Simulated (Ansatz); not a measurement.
# From F to I: the atomisation energy (no zero-point term)

One atom is swapped for its congeners: GeH3F (fluorogermane) `[F][GeH3]`; GeH3Cl (chlorogermane) `[Cl][GeH3]`; GeH3Br `[GeH3][Br]`; GeH3I `[GeH3][I]`. All are singlets with charge 0.

Shapes, held fixed at every level: PBE0-D4/def2-TZVP. Programs: Ansatz 0.2.0. Values in eV.

```csv
level,GeH3F,GeH3Cl,GeH3Br,GeH3I
HF/def2-SVP,10.58,9.87,9.47,8.93
HF/def2-TZVPP,10.69,9.95,9.53,8.98
PBE-D4/def2-TZVPP,14.40,13.09,12.61,12.06
BHLYP-D4/def2-TZVPP,14.10,13.01,12.56,12.01
B2PLYP/def2-TZVPP,14.39,13.06,12.59,12.02
CCSD(T)/def2-SVP,13.67,12.40,12.00,11.43
CCSD(T)/def2-TZVPP,14.40,13.13,12.69,12.12
```

At CCSD(T)/def2-TZVPP the atomisation energy falls at every step, from 14.40 to 12.12 eV. Every level shows the same order. For atoms past krypton def2 sets carry core potentials with scalar relativity. Relativity is left out for Br, Ge unless named. Correlated rows may include outer-core shells of Br, Ge, I, which these sets cover unevenly. Spin-orbit coupling, which grows down the group, is left out (summed over each molecule's free atoms 0.14, 0.16, 0.27, 0.43 eV).

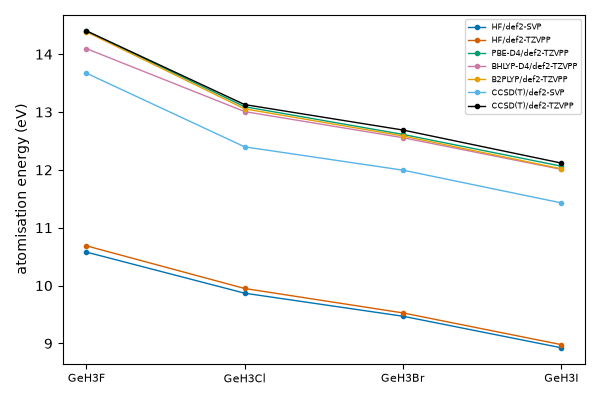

The trend along the series, level by level.
